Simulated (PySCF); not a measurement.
# BNH2BrF (SMILES NB(F)Br) at 6 levels

Aim: a comparison of 6 runs (HF/STO-3G, HF/def2-SVPD, B3LYP/6-31G*, PBE0/def2-SVP, M06-2X/def2-SVPD, TPSS/def2-TZVP) of BNH2BrF. The job is set up through a Python script.

Program for the calculation: PySCF 2.14.0.

### Step 1. The structure to begin with

BNH2BrF has 6 atoms, charge 0, and is taken as a singlet. SMILES: `NB(F)Br`. The shape is that of a PBE0-D4/def2-TZVP optimisation.

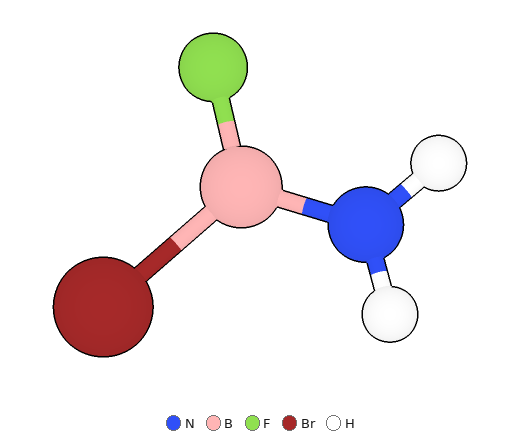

The structure, seen from a chosen angle (nitrogen blue, boron pink, fluorine green, bromine red, hydrogen white).

### Step 2. Energy and forces at HF/STO-3G (run 1)

input.py

```python
import pyscf.grad
from pyscf import gto, scf

mol = gto.M(
    atom=[
    ('N', (0.051400, 0.776500, 0.110600)),
    ('B', (0.041900, -0.607000, 0.035200)),
    ('F', (0.559500, -1.347200, 1.006100)),
    ('Br', (-0.726000, -1.512100, -1.487700)),
    ('H', (-0.332500, 1.362900, -0.607500)),
    ('H', (0.447700, 1.262900, 0.897000)),
],
    verbose=4,
    max_memory=1860,
    basis='sto-3g',
    spin=0,
)

mf = scf.RHF(mol)
mf.conv_tol = 1e-10
mf.kernel()
if not mf.converged:
    mf = mf.newton().run(mf.mo_coeff, mf.mo_occ)

e_final = mf.e_tot
print(f'total energy: {e_final:.8f} hartree')
grad = mf.Gradients().kernel()
mf.analyze()
```

Command:

```console
$ OMP_NUM_THREADS=1 python input.py
```

Standard output:

```text
PySCF version 2.14.0

[... 73 lines left out ...]
Total Energy =                       -2722.128283137768449
[... 3 lines left out ...]
Two-electron Coulomb Energy =         1419.949367945197082
[... 5 lines left out ...]
MO #3   energy= -57.7169158021995  occ= 2
[... 3 lines left out ...]
MO #7   energy= -15.3444254644723  occ= 2
[... 3 lines left out ...]
MO #11  energy= -6.85562371817266  occ= 2
[... 3 lines left out ...]
MO #15  energy= -2.21767532971312  occ= 2
[... 3 lines left out ...]
MO #19  energy= -1.12373710739504  occ= 2
[... 3 lines left out ...]
MO #23  energy= -0.585399784503065 occ= 2
[... 3 lines left out ...]
MO #27  energy= -0.382933925275565 occ= 2
[... 3 lines left out ...]
MO #31  energy= 0.453457299399402  occ= 0
[... 3 lines left out ...]
MO #35  energy= 0.898086865602178  occ= 0
[... 5 lines left out ...]
pop of  0 N 2py           1.20254
pop of  0 N 2pz           1.24218
pop of  1 B 1s            1.99957
pop of  1 B 2s            0.84425
pop of  1 B 2px           0.54529
pop of  1 B 2py           0.75008
pop of  1 B 2pz           0.65085
pop of  2 F 1s            1.99994
pop of  2 F 2s            1.82676
pop of  2 F 2px           1.78736
pop of  2 F 2py           1.80233
pop of  2 F 2pz           1.68198
pop of  3 Br 1s           2.00000
pop of  3 Br 2s           1.99997
pop of  3 Br 3s           1.99941
pop of  3 Br 4s           1.91453
pop of  3 Br 2px          2.00000
pop of  3 Br 2py          2.00000
pop of  3 Br 2pz          2.00000
pop of  3 Br 3px          1.99983
pop of  3 Br 3py          1.99981
pop of  3 Br 3pz          1.99953
pop of  3 Br 4px          1.83072
pop of  3 Br 4py          1.82905
pop of  3 Br 4pz          1.55672
pop of  3 Br 3dxy         1.99987
pop of  3 Br 3dyz         1.99954
pop of  3 Br 3dz^2        1.99973
pop of  3 Br 3dxz         1.99965
pop of  3 Br 3dx2-y2      1.99996
pop of  4 H 1s            0.85191
pop of  5 H 1s            0.85507
 ** Mulliken atomic charges  **
charge of    0N =     -0.27629
charge of    1B =      0.20996
charge of    2F =     -0.09838
charge of    3Br =     -0.12832
charge of    4H =      0.14809
charge of    5H =      0.14493
Dipole moment(X, Y, Z, Debye):  0.49504,  2.59946,  1.06493
```

Run time: 1.7 s. Hardware: 1 thread of Arm Neoverse V1, shared host; peak memory 0.12 GiB.

### Step 3. Energy and gradient at HF/def2-SVPD (run 2)

job.py

```python
# NB(F)Br
from pyscf import gto, scf

mol = gto.M(
    atom=[
    ('N', (0.051400, 0.776500, 0.110600)),
    ('B', (0.041900, -0.607000, 0.035200)),
    ('F', (0.559500, -1.347200, 1.006100)),
    ('Br', (-0.726000, -1.512100, -1.487700)),
    ('H', (-0.332500, 1.362900, -0.607500)),
    ('H', (0.447700, 1.262900, 0.897000)),
],
    max_memory=1860,
    basis='def2-svpd',
    verbose=4,
)

hf = scf.RHF(mol)
hf.conv_tol = 1e-10
hf.kernel()
if not hf.converged:
    hf = hf.newton().run(hf.mo_coeff, hf.mo_occ)

e_tot = hf.e_tot
print('E = %.10f Eh' % e_tot)
grad = hf.nuc_grad_method().kernel()
dip = hf.dip_moment()
pop, q = hf.mulliken_pop()
```

Command:

```console
$ OMP_NUM_THREADS=1 python job.py
```

Standard output:

```text
PySCF version 2.14.0

[... 62 lines left out ...]
converged SCF energy = -2751.86753711599
[... 13 lines left out ...]
Dipole moment(X, Y, Z, Debye):  0.14173,  2.91601,  0.39436
[... 88 lines left out ...]
pop of  3 Br 3dxz         1.64550
pop of  3 Br 3dx2-y2      1.64584
pop of  3 Br 4dxy         0.34594
pop of  3 Br 4dyz         0.34683
pop of  3 Br 4dz^2        0.34677
pop of  3 Br 4dxz         0.34669
pop of  3 Br 4dx2-y2      0.34587
pop of  3 Br 5dxy         0.01150
pop of  3 Br 5dyz         0.01725
pop of  3 Br 5dz^2        0.01447
pop of  3 Br 5dxz         0.01518
pop of  3 Br 5dx2-y2      0.00940
pop of  3 Br 6dxy         0.00218
pop of  3 Br 6dyz         0.00388
pop of  3 Br 6dz^2        0.00697
pop of  3 Br 6dxz         0.00631
pop of  3 Br 6dx2-y2      0.00127
pop of  4 H 1s            0.73289
pop of  4 H 2s            0.17337
pop of  4 H 2px           0.01474
pop of  4 H 2py           0.01461
pop of  4 H 2pz           0.01999
pop of  4 H 3px           0.01545
pop of  4 H 3py           0.01753
pop of  4 H 3pz          -0.01086
pop of  5 H 1s            0.73180
pop of  5 H 2s            0.17404
pop of  5 H 2px           0.01494
pop of  5 H 2py           0.01238
pop of  5 H 2pz           0.02212
pop of  5 H 3px           0.01858
pop of  5 H 3py           0.01090
pop of  5 H 3pz          -0.00826
 ** Mulliken atomic charges  **
charge of    0N =      0.12474
charge of    1B =      0.89305
charge of    2F =     -0.53727
charge of    3Br =     -0.52628
charge of    4H =      0.02227
charge of    5H =      0.02350
```

Run time: 14 s. Hardware: 1 thread of Arm Neoverse V1, shared host; peak memory 0.32 GiB.

Run 3 isn't shown in full; the table further down has it.

### Step 4. Energy and gradient at PBE0/def2-SVP (run 4)

calc.py

```python
import pyscf.grad
from pyscf import gto, dft

mol = gto.Mole()
mol.atom = '''
N      0.051400     0.776500     0.110600
B      0.041900    -0.607000     0.035200
F      0.559500    -1.347200     1.006100
Br    -0.726000    -1.512100    -1.487700
H     -0.332500     1.362900    -0.607500
H      0.447700     1.262900     0.897000
'''
mol.verbose = 4
mol.max_memory = 1860
mol.basis = 'def2-svp'
mol.spin = 0
mol.build()

mf = dft.RKS(mol, xc='pbe0')
mf.conv_tol = 1e-10
mf.grids.level = 5
mf.kernel()
if not mf.converged:
    mf = mf.newton().run(mf.mo_coeff, mf.mo_occ)

etot = mf.e_tot
print('Final energy', etot)
grad = mf.Gradients().kernel()
dip = mf.dip_moment()
pop, q = mf.mulliken_pop()
```

Command:

```console
$ OMP_NUM_THREADS=1 python calc.py
```

Standard output:

```text
PySCF version 2.14.0

[... 73 lines left out ...]
converged SCF energy = -2754.01636970541
Final energy -2754.0163697054113
[... 13 lines left out ...]
Dipole moment(X, Y, Z, Debye):  0.17581,  3.01442,  0.46438
[... 52 lines left out ...]
pop of  3 Br 3py          1.99288
pop of  3 Br 3pz          1.99202
pop of  3 Br 4px          0.81149
pop of  3 Br 4py          0.82174
pop of  3 Br 4pz          0.75101
pop of  3 Br 5px          1.01789
pop of  3 Br 5py          1.00684
pop of  3 Br 5pz          0.85475
pop of  3 Br 3dxy         1.63988
pop of  3 Br 3dyz         1.63954
pop of  3 Br 3dz^2        1.63923
pop of  3 Br 3dxz         1.63946
pop of  3 Br 3dx2-y2      1.63979
pop of  3 Br 4dxy         0.34850
pop of  3 Br 4dyz         0.34911
pop of  3 Br 4dz^2        0.34916
pop of  3 Br 4dxz         0.34907
pop of  3 Br 4dx2-y2      0.34845
pop of  3 Br 5dxy         0.01489
pop of  3 Br 5dyz         0.01891
pop of  3 Br 5dz^2        0.01777
pop of  3 Br 5dxz         0.01774
pop of  3 Br 5dx2-y2      0.01350
pop of  4 H 1s            0.71076
pop of  4 H 2s            0.09250
pop of  4 H 2px           0.01467
pop of  4 H 2py           0.01532
pop of  4 H 2pz           0.01904
pop of  5 H 1s            0.70991
pop of  5 H 2s            0.09310
pop of  5 H 2px           0.01478
pop of  5 H 2py           0.01392
pop of  5 H 2pz           0.02033
 ** Mulliken atomic charges  **
charge of    0N =     -0.10843
charge of    1B =      0.11568
charge of    2F =     -0.10701
charge of    3Br =     -0.19591
charge of    4H =      0.14771
charge of    5H =      0.14796
```

Wall time 23 s (1 thread of Arm Neoverse V1, shared host); peak memory 0.82 GiB.

Run 5 isn't shown in full; the table further down has it.

### Step 5. Energy and forces at TPSS/def2-TZVP (run 6)

calc.py

```python
import pyscf.grad
from pyscf import gto, dft

mol = gto.M(
    atom=[
    ('N', (0.051400, 0.776500, 0.110600)),
    ('B', (0.041900, -0.607000, 0.035200)),
    ('F', (0.559500, -1.347200, 1.006100)),
    ('Br', (-0.726000, -1.512100, -1.487700)),
    ('H', (-0.332500, 1.362900, -0.607500)),
    ('H', (0.447700, 1.262900, 0.897000)),
],
    basis='def2-tzvp',
    max_memory=1860,
    verbose=4,
    spin=0,
)

mf = dft.RKS(mol)
mf.xc = 'tpss'
mf.conv_tol = 1e-10
mf.grids.level = 5
mf.kernel()
if not mf.converged:
    mf = mf.newton().run(mf.mo_coeff, mf.mo_occ)

energy = mf.e_tot
print('E = %.10f Eh' % energy)
grad = mf.Gradients().kernel()
mf.analyze()
```

Command:

```console
$ OMP_NUM_THREADS=1 python calc.py
```

Standard output:

```text
PySCF version 2.14.0

[... 97 lines left out ...]
Two-electron Coulomb Energy =         1409.176386079467648
[... 15 lines left out ...]
MO #13  energy= -2.47886612039243  occ= 2
[... 13 lines left out ...]
MO #27  energy= -0.294161376775266 occ= 2
[... 13 lines left out ...]
MO #41  energy= 0.256290203718505  occ= 0
[... 13 lines left out ...]
MO #55  energy= 0.580807991319361  occ= 0
[... 13 lines left out ...]
MO #69  energy= 1.20895408704465   occ= 0
[... 13 lines left out ...]
MO #83  energy= 1.58635548186222   occ= 0
[... 13 lines left out ...]
MO #97  energy= 2.08048761142621   occ= 0
[... 13 lines left out ...]
MO #111 energy= 2.77650776694368   occ= 0
[... 13 lines left out ...]
MO #125 energy= 4.2500958257056    occ= 0
[... 13 lines left out ...]
MO #139 energy= 6.8637726568166    occ= 0
[... 13 lines left out ...]
MO #153 energy= 57.0435392365948   occ= 0
[... 123 lines left out ...]
pop of  3 Br 4dz^2        0.00246
pop of  3 Br 4dxz         0.00262
pop of  3 Br 4dx2-y2      0.00079
pop of  3 Br 5dxy         0.00015
pop of  3 Br 5dyz         0.00028
pop of  3 Br 5dz^2        0.00028
pop of  3 Br 5dxz         0.00018
pop of  3 Br 5dx2-y2      0.00016
pop of  3 Br 6dxy         0.00001
pop of  3 Br 6dyz         0.00003
pop of  3 Br 6dz^2        0.00002
pop of  3 Br 6dxz         0.00002
pop of  3 Br 6dx2-y2      0.00001
pop of  3 Br 4f-3         0.00006
pop of  3 Br 4f-2         0.00040
pop of  3 Br 4f-1         0.00047
pop of  3 Br 4f+0         0.00019
pop of  3 Br 4f+1         0.00027
pop of  3 Br 4f+2         0.00016
pop of  3 Br 4f+3         0.00006
pop of  4 H 1s            0.72737
pop of  4 H 2s            0.00648
pop of  4 H 3s            0.00488
pop of  4 H 2px           0.00100
pop of  4 H 2py           0.00017
pop of  4 H 2pz           0.00053
pop of  5 H 1s            0.73411
pop of  5 H 2s            0.00669
pop of  5 H 3s            0.00478
pop of  5 H 2px           0.00102
pop of  5 H 2py           0.00011
pop of  5 H 2pz           0.00056
 ** Mulliken atomic charges  **
charge of    0N =     -0.46472
charge of    1B =      0.36274
charge of    2F =     -0.28360
charge of    3Br =     -0.12671
charge of    4H =      0.25956
charge of    5H =      0.25272
Dipole moment(X, Y, Z, Debye):  0.18238,  2.83517,  0.46970
```

Run time: 2.2 min. Hardware: 1 thread of Arm Neoverse V1, shared host; peak memory 1.9 GiB.

### Step 6. Overview of the runs

| run | level | integration grid | energy (Eh) | dipole moment (D) | HOMO energy (eV) | LUMO energy (eV) | wall time |
| --- | --- | --- | --- | --- | --- | --- | --- |
| 1 | HF/STO-3G | – | -2722.128283 | 2.85 | -8.42 | 9.06 | 1.7 s |
| 2 | HF/def2-SVPD | – | -2751.867537 | 2.95 | -11.40 | 1.75 | 14 s |
| 3 | B3LYP/6-31G* (spherical functions) | 5 | -2754.662153 | 3.10 | -7.75 | 1.03 | 24 s |
| 4 | PBE0/def2-SVP | 5 | -2754.016370 | 3.06 | -8.09 | 1.12 | 23 s |
| 5 | M06-2X/def2-SVPD | 5 | -2754.498643 | 2.94 | -9.57 | 0.22 | 78 s |
| 6 | TPSS/def2-TZVP | 5 | -2754.954176 | 2.88 | -7.02 | -0.06 | 2.2 min |

### Step 7. Results

| quantity | value |
| --- | --- |
| run 6: total energy | -2754.95418 Eh |
| run 6: dipole moment | 2.88 D |
| run 6: HOMO energy | -7.02 eV |
| run 6: LUMO energy | -0.06 eV |
| run 6: HOMO–LUMO gap | 6.97 eV |
| run 6: largest force on an atom | 0.578 eV/Å |

In words: The dipole moment (its size) runs from 2.85 D (HF/STO-3G) to 3.10 D (B3LYP/6-31G*). The two ends differ in method and basis. The HOMO–LUMO gap runs from 6.97 eV (TPSS/def2-TZVP) to 17.48 eV (HF/STO-3G). Totals of different functionals can't be ranked against each other. In run 1 the basis is minimal, so the values are rough. All runs together took 4.6 min, the longest 2.2 min.
